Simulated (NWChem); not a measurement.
**Si2H6 (disilane) at 5 levels**

We compute a comparison of 5 runs (M06-L/aug-cc-pVDZ, PBE0/aug-cc-pVDZ, TPSS/aug-cc-pVDZ, r2SCAN/aug-cc-pVDZ, revPBE/aug-cc-pVDZ) of Si2H6 (disilane). 

Program for the calculation: NWChem 7.3.0.

**1. The molecule**

Si2H6: 8 atoms, total charge 0, spin state singlet. SMILES: `[SiH3][SiH3]`. The shape is that of a PBE0-D4/def2-TZVP optimisation.

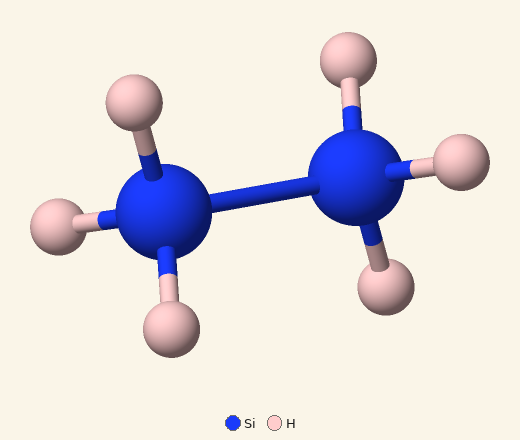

The structure, seen from a chosen angle (silicon blue, hydrogen pink).

**2. Energy and gradient at M06-L/aug-cc-pVDZ (run 1)**

job.nw reads:

```
start job
title "H6Si2 M06-L"
memory total 2200 mb

geometry noautosym nocenter noautoz
  Si      -0.340500       0.490200      -1.004900
  Si       0.363500      -0.504400       0.991000
  H        0.833900       0.948200      -1.794900
  H       -1.112900      -0.483900      -1.821900
  H       -1.208000       1.664100      -0.717900
  H        1.139000       0.468600       1.806300
  H        1.228100      -1.680500       0.704000
  H       -0.811000      -0.959200       1.782600
end

basis spherical bse
  * library aug-cc-pVDZ
end

dft
  xc m06-l
  grid fine
  convergence energy 1e-08
  maxiter 100
  mulliken
  noprint "final vectors analysis"
end

task dft gradient
```

Command:

```console
$ nwchem job.nw > job.out
```

Standard output:

```text
[...]
          Wavefunction type:  closed shell.
          No. of atoms     :     8
          No. of electrons :    34
[...]
          Charge           :     0
          Spin multiplicity:     1
[...]
          AO basis - number of functions:   108
[...]
              XC Information
              --------------
                        M06-L Method XC Functional
                         M06-L Exchange Functional  1.000
                       M06-L Correlation Potential  1.000
[...]
 d= 0,ls=0.0,diis     1   -582.5604805482 -6.73D+02  8.57D-03  9.17D-02     6.5
[...]
 d= 0,ls=0.0,diis    11   -582.5715570600 -5.52D-09  4.60D-07  1.09D-09    53.4
         Total DFT energy =     -582.571557060014
      One electron energy =     -986.692738481089
           Coulomb energy =      357.413430268412
    Exchange-Corr. energy =      -44.065336582228
 Nuclear repulsion energy =       90.773087734890
[...]
  wavefunction    = closed shell
                         DFT ENERGY GRADIENTS
    atom               coordinates                        gradient
                 x          y          z           x          y          z
   1 Si     -0.643452   0.926344  -1.898986   -0.000833   0.001158  -0.002294
   2 Si      0.686915  -0.953178   1.872718    0.000815  -0.001137   0.002319
   3 H       1.575843   1.791838  -3.391869   -0.001738  -0.000791   0.001383
   4 H      -2.103076  -0.914438  -3.442892    0.001259   0.001408   0.001437
   5 H      -2.282789   3.144693  -1.356634    0.001401  -0.001896  -0.000265
   6 H       2.152398   0.885526   3.413412   -0.001264  -0.001419  -0.001448
   7 H       2.320772  -3.175685   1.330367   -0.001391   0.001885   0.000264
   8 H      -1.532568  -1.812625   3.368626    0.001752   0.000792  -0.001396
[...]
```

Run time: 67 s. Hardware: 1 thread of Intel Xeon Platinum 8488C (Sapphire Rapids), shared host; peak memory 0.12 GiB.

**3. Energy and forces at PBE0/aug-cc-pVDZ (run 2)**

h6si2.nw reads:

```
start h6si2
memory 2200 mb
charge 0

geometry units angstrom noautosym nocenter noautoz
   Si   -0.340500    0.490200   -1.004900
   Si    0.363500   -0.504400    0.991000
   H     0.833900    0.948200   -1.794900
   H    -1.112900   -0.483900   -1.821900
   H    -1.208000    1.664100   -0.717900
   H     1.139000    0.468600    1.806300
   H     1.228100   -1.680500    0.704000
   H    -0.811000   -0.959200    1.782600
end

basis spherical bse
   * library aug-cc-pVDZ
end

dft
   xc pbe0
   mult 1
   grid fine
   convergence energy 1e-08
   maxiter 100
   mulliken
   print medium
end

task dft gradient
```

Command:

```console
$ nwchem h6si2.nw > h6si2.out
```

Standard output:

```text
[...]
          Wavefunction type:  closed shell.
          No. of atoms     :     8
          No. of electrons :    34
[...]
          Charge           :     0
          Spin multiplicity:     1
[...]
          AO basis - number of functions:   108
[...]
              XC Information
              --------------
                         PBE0 Method XC Functional
                     Hartree-Fock (Exact) Exchange  0.250
          PerdewBurkeErnzerhof Exchange Functional  0.750
            Perdew 1991 LDA Correlation Functional  1.000 local
           PerdewBurkeErnz. Correlation Functional  1.000 non-local
[...]
 d= 0,ls=0.0,diis     1   -582.2977985433 -6.73D+02  5.90D-03  1.11D-01     5.6
[...]
 d= 0,ls=0.0,diis     7   -582.3157394220 -4.46D-10  7.67D-08  4.26D-12    30.1
         Total DFT energy =     -582.315739421988
      One electron energy =     -986.565458240737
           Coulomb energy =      357.240647017008
    Exchange-Corr. energy =      -43.764015933149
 Nuclear repulsion energy =       90.773087734890
[...]
      Total Density - Mulliken Population Analysis
     ---------------------------------------------
    Atom       Charge   Shell Charges
 -----------   ------   -------------------------------------------------------
    1 Si  14    14.76   2.00  2.04  0.76  0.77 -0.11  6.02  1.59  1.47  0.02  0.17  0.03
    2 Si  14    14.76   2.00  2.04  0.76  0.77 -0.11  6.02  1.59  1.47  0.02  0.17  0.03
    3 H    1     0.75   0.72  0.01  0.01  0.01 -0.01
    4 H    1     0.75   0.72  0.01  0.01  0.01 -0.01
    5 H    1     0.75   0.72  0.01  0.01  0.01 -0.01
    6 H    1     0.75   0.72  0.01  0.01  0.01 -0.01
    7 H    1     0.75   0.72  0.01  0.01  0.01 -0.01
    8 H    1     0.75   0.72  0.01  0.01  0.01 -0.01
[...]
  wavefunction    = closed shell
[...]
```

Run time: 41 s. Hardware: 1 thread of Intel Xeon Platinum 8488C (Sapphire Rapids), shared host; peak memory 0.12 GiB.

Run 3 isn't shown in full; the table further down has it.

**4. Energy and forces at r2SCAN/aug-cc-pVDZ (run 4)**

struct.xyz reads:

```xyz
8

Si    -0.340500     0.490200    -1.004900
Si     0.363500    -0.504400     0.991000
H      0.833900     0.948200    -1.794900
H     -1.112900    -0.483900    -1.821900
H     -1.208000     1.664100    -0.717900
H      1.139000     0.468600     1.806300
H      1.228100    -1.680500     0.704000
H     -0.811000    -0.959200     1.782600
```

struct.nw reads:

```
start struct
memory stack 880 mb heap 220 mb global 1100 mb

geometry noautosym nocenter noautoz
   load struct.xyz
end

basis spherical bse
   * library aug-cc-pVDZ
end

dft
   xc r2scan
   grid fine
   convergence energy 1e-08
   maxiter 100
   mulliken
end

task dft gradient
```

Command:

```console
$ nwchem struct.nw > struct.out
```

Standard output:

```text
[...]
          Wavefunction type:  closed shell.
          No. of atoms     :     8
          No. of electrons :    34
[...]
          Charge           :     0
          Spin multiplicity:     1
[...]
          AO basis - number of functions:   108
[...]
              XC Information
              --------------
                      r^2SCAN Method XC Functional
               r^2SCAN metaGGA Exchange Functional  1.000
                     r^2SCAN Correlation Potential  1.000
[...]
 d= 0,ls=0.0,diis     1   -582.4887095856 -6.73D+02  6.40D-03  1.11D-01     6.0
[...]
 d= 0,ls=0.0,diis     7   -582.5057937177 -6.00D-10  2.21D-07  2.23D-11    35.2
         Total DFT energy =     -582.505793717663
      One electron energy =     -986.483450267843
           Coulomb energy =      357.162129621731
    Exchange-Corr. energy =      -43.957560806442
 Nuclear repulsion energy =       90.773087734890
[...]
  wavefunction    = closed shell
                         DFT ENERGY GRADIENTS
    atom               coordinates                        gradient
                 x          y          z           x          y          z
   1 Si     -0.643452   0.926344  -1.898986   -0.000451   0.000639  -0.001250
   2 Si      0.686915  -0.953178   1.872718    0.000432  -0.000618   0.001274
   3 H       1.575843   1.791838  -3.391869   -0.002915  -0.001140   0.001976
   4 H      -2.103076  -0.914438  -3.442892    0.001930   0.002410   0.002040
   5 H      -2.282789   3.144693  -1.356634    0.002164  -0.002938  -0.000702
   6 H       2.152398   0.885526   3.413412   -0.001938  -0.002418  -0.002049
   7 H       2.320772  -3.175685   1.330367   -0.002151   0.002926   0.000702
   8 H      -1.532568  -1.812625   3.368626    0.002930   0.001139  -0.001990
[...]
```

Wall time 51 s (1 thread of Intel Xeon Platinum 8488C (Sapphire Rapids), shared host); peak memory 0.12 GiB.

**5. Energy and forces at revPBE/aug-cc-pVDZ (run 5)**

run.py reads:

```python
from ase import Atoms
from ase.calculators.nwchem import NWChem

atoms = Atoms(['Si', 'Si', 'H', 'H', 'H', 'H', 'H', 'H'], positions=[
    [-0.340500, 0.490200, -1.004900],
    [0.363500, -0.504400, 0.991000],
    [0.833900, 0.948200, -1.794900],
    [-1.112900, -0.483900, -1.821900],
    [-1.208000, 1.664100, -0.717900],
    [1.139000, 0.468600, 1.806300],
    [1.228100, -1.680500, 0.704000],
    [-0.811000, -0.959200, 1.782600],
])

calc = NWChem(
    label='calc',
    theory='dft',
    memory='2200 mb',
    basis='aug-cc-pVDZ',
    basispar='spherical bse',
    dft={'xc': 'revpbe cpbe96', 'mult': '1', 'grid': 'fine', 'convergence': 'energy 1e-08', 'iterations': '100', 'mulliken': None},
)
atoms.calc = calc

forces = atoms.get_forces()
print(f"energy = {atoms.get_potential_energy():.6f} eV")
print("forces (eV/A):")
for s, f in zip(atoms.symbols, forces):
    print(f"{s:2s} {f[0]:10.5f} {f[1]:10.5f} {f[2]:10.5f}")
print("dipole (e A):", atoms.get_dipole_moment().round(4))
```

Command:

```console
$ export ASE_NWCHEM_COMMAND="nwchem PREFIX.nwi > PREFIX.nwo"
$ python run.py
```

Standard output:

```text
energy = -15849.153230 eV
forces (eV/A):
Si    0.02941   -0.04047    0.08125
Si   -0.02844    0.03939   -0.08243
H     0.30709    0.12382   -0.21469
H    -0.20625   -0.25382   -0.22199
H    -0.23114    0.31306    0.06921
H     0.20708    0.25408    0.22219
H     0.23006   -0.31275   -0.06916
H    -0.30786   -0.12331    0.21561
dipole (e A): [-0.  0.  0.]
```

The calculator wrote calc.nwi:

```
title "calc"

permanent_dir calc

scratch_dir calc

start calc

geometry units angstrom nocenter noautosym noautoz
  Si -3.4050000000000002e-01 4.9020000000000002e-01 -1.0048999999999999e+00
  Si 3.6349999999999999e-01 -5.0439999999999996e-01 9.9099999999999999e-01
  H  8.3389999999999997e-01 9.4820000000000004e-01 -1.7948999999999999e+00
  H  -1.1129000000000000e+00 -4.8390000000000000e-01 -1.8219000000000001e+00
  H  -1.2080000000000000e+00 1.6640999999999999e+00 -7.1789999999999998e-01
  H  1.1390000000000000e+00 4.6860000000000002e-01 1.8063000000000000e+00
  H  1.2281000000000000e+00 -1.6805000000000001e+00 7.0399999999999996e-01
  H  -8.1100000000000005e-01 -9.5920000000000005e-01 1.7826000000000000e+00
end

memory 2200 mb

basis spherical bse noprint
   * library aug-cc-pVDZ
end

dft
  xc revpbe cpbe96
  mult 1
  grid fine
  convergence energy 1e-08
  iterations 100
  mulliken
end

task dft gradient
```

calc.nwo:

```text
Northwest Computational Chemistry Package (NWChem) 7.3.0
             --------------------------------------------------------

           Job information
           ---------------

    nwchem branch   = 7.3.0
    use scalapack   = T
    input           = calc.nwi
    prefix          = calc.
    data base       = calc/calc.db
    status          = startup
    nproc           =        1

           Memory information
           ------------------

[... 5 lines left out ...]
    hardfail = no
[... 106 lines left out ...]
  convergence criterion.
[... 38 lines left out ...]
          Spatial weights used:  Erf1
[... 32 lines left out ...]
 1-e energy   =    -984.251164
[... 39 lines left out ...]
           Coulomb energy =      357.140328463205
[... 836 lines left out ...]
          Convergence on density requested:  1.00D-05
[... 24 lines left out ...]
          total energy or number of iterations.
[... 36 lines left out ...]
                 ----------------------------------------
                 |  Time  |  1-e(secs)   |  2-e(secs)   |
                 ----------------------------------------
                 |  CPU   |       0.01   |       7.91   |
                 ----------------------------------------
                 |  WALL  |       0.01   |       7.91   |
                 ----------------------------------------

 Task  times  cpu:       40.3s     wall:       40.3s
 Total times  cpu:       40.3s     wall:       40.3s
```

It took 41 s on 1 thread of Intel Xeon Platinum 8488C (Sapphire Rapids), shared host; peak memory 0.13 GiB.

**6. Overview of the runs**

```
run               level  energy (Eh)  dipole moment (D)  largest force (eV/Å)  wall time
  1   M06-L/aug-cc-pVDZ  -582.571557               0.00                 0.139       67 s
  2    PBE0/aug-cc-pVDZ  -582.315739               0.00                 0.207       41 s
  3    TPSS/aug-cc-pVDZ  -582.630233               0.00                 0.158       49 s
  4  r2SCAN/aug-cc-pVDZ  -582.505794               0.00                 0.191       51 s
  5  revPBE/aug-cc-pVDZ  -582.445643               0.00                 0.396       41 s
```

**7. Outcome**

```
                       quantity          value
            run 5: total energy  -582.44564 Eh
           run 5: dipole moment         0.00 D
             run 5: HOMO energy       -7.25 eV
             run 5: LUMO energy       -0.62 eV
           run 5: HOMO–LUMO gap        6.63 eV
run 5: largest force on an atom     0.396 eV/Å
```

What this shows: Over runs 2, 3, 4, 5 the HOMO–LUMO gap runs from 6.63 eV (revPBE/aug-cc-pVDZ) to 8.29 eV (PBE0/aug-cc-pVDZ). Totals of different functionals can't be ranked against each other. All runs together took 4.2 min, the longest 67 s.
